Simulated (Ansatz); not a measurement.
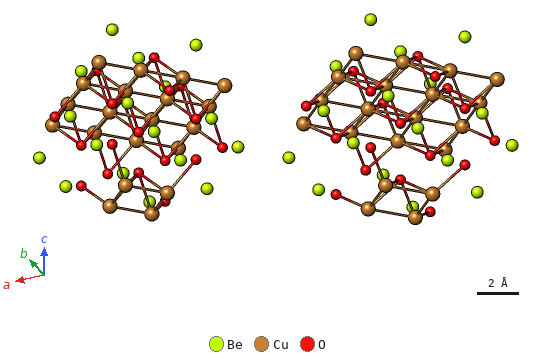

Two geometries of crystalline BeCu₂O₂ (built on the BaCu2S2-139 type type), drawn at one scale. One is the start of a relaxation, the other its converged end. A ball-and-stick model of the atoms within 5.8 Å of the atom that moves most (axes of the conventional cell (2 times the calculation's cell)), seen from a free direction. Lengths and directions refer to the drawn axes.

The calculation used DFT, PBEsol, plane waves, PAW (Ansatz). (plane-wave cutoff 420 eV; k-point mesh 8 × 8 × 8; occupations fermi dirac; smearing width 0.03 eV; no spin polarisation; cell and atoms relaxed; force threshold 0.01 eV/Å; at most 120 steps)

**Which geometry has the lower energy?**

The left one is the relaxed one. The energy falls by 243 meV per atom in 10 accepted moves (13 points after the start). Largest force component: 0.12 eV/Å at the start, 0.00026 eV/Å at the end. Pressure: −13.64 GPa at the start and −0.01 GPa at the end. The line search rejected the trial step at point 7 of the run. At 2 points the geometry stayed and the basis and grid were re-selected for the new cell (energy shift of 3.7 meV per atom at most each time). The largest moves relative to the cell, 0.36 Å, are those of O atoms. Cu and Be stay in place. The drawn cell changes as follows: a = b 3.487 → 3.102 Å (−11.0 %), c 11.304 → 10.676 Å (−5.6 %); the volume changes by −25.3 %. Near-neighbour distances that change, for instance: Cu–Cu 2.465 → 2.193 Å, Cu–O 2.135 → 2.171 Å. Bond angles that change, for instance: Cu–O–Cu 109.5° → 91.2°, Cu–O–Cu 70.5° → 60.7°. The space group stays I4/mmm (No. 139). Cost: 41 s on 2 threads of Arm Neoverse V2, with other jobs on the host, peak memory 0.41 GiB.
